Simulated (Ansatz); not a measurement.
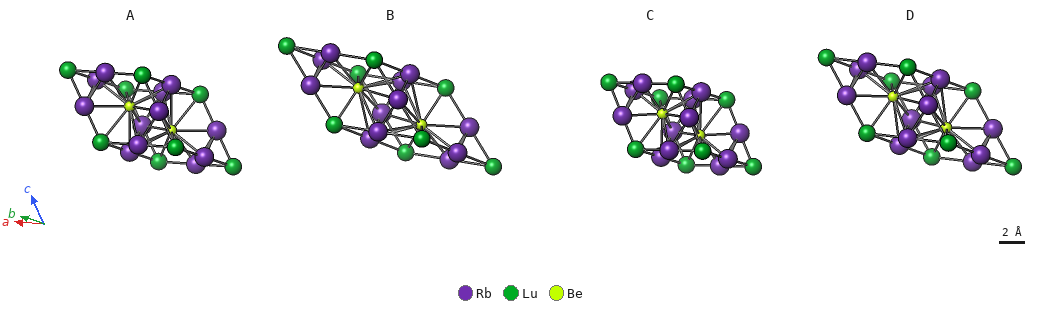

4 geometries from one relaxation of solid Rb₃LuBe₂ (a generated structure, set up in R-3m) (coarse preliminary run), in shuffled order. The picture is a ball-and-stick view of the cell of the calculation, seen from a free direction.

All numbers below come from DFT PBE, scalar-relativistic, plane waves, PAW in Ansatz. Set-up: plane-wave cutoff 420 eV; k-point mesh 3 × 3 × 3; occupations gaussian; smearing width 0.1 eV; no spin polarisation; cell and atoms relaxed; force threshold 0.04 eV/Å; at most 70 steps.

### Put them in the order of the run, from the start to the converged end.

C, A, D, B. They are steps 0, 3, 6, 13, at +501 meV per atom, +183 meV per atom, +49.6 meV per atom relative to the last. After 11 accepted moves (13 points after the start) the energy has fallen by 501 meV per atom. Largest force component: 0.5 eV/Å at the start, 0.0067 eV/Å at the end. The pressure goes from 8.98 to −0.05 GPa. At 2 points the geometry stayed and the basis and grid were re-selected for the new cell (energy shift of 19.4 meV per atom at most each time). The largest moves relative to the cell, 0.45 Å, are those of Be atoms. Rb and Lu stay in place. Cell: a = b = c 5.791 → 7.383 Å (+27.5 %), α 66.5° → 50.6°, β 66.5° → 50.6°, γ 66.5° → 50.6°. Volume +41.5 %. Near-neighbour distances that change, for instance: Lu–Rb 2.896 → 3.691 Å, Be–Rb 3.618 → 4.312 Å, Be–Rb 3.304 → 3.930 Å, Be–Lu 3.702 → 3.654 Å. Bond angles that change, for instance: Rb–Lu–Rb 113.5° → 129.4°, Rb–Rb–Lu 123.3° → 115.3°, Rb–Rb–Lu 56.7° → 64.7°. The space group stays R-3m (No. 166). Cost: 48 s on 1 thread of Intel(R) Xeon(R) 6975P-C (Granite Rapids), with other jobs on the host, peak memory 0.55 GiB.
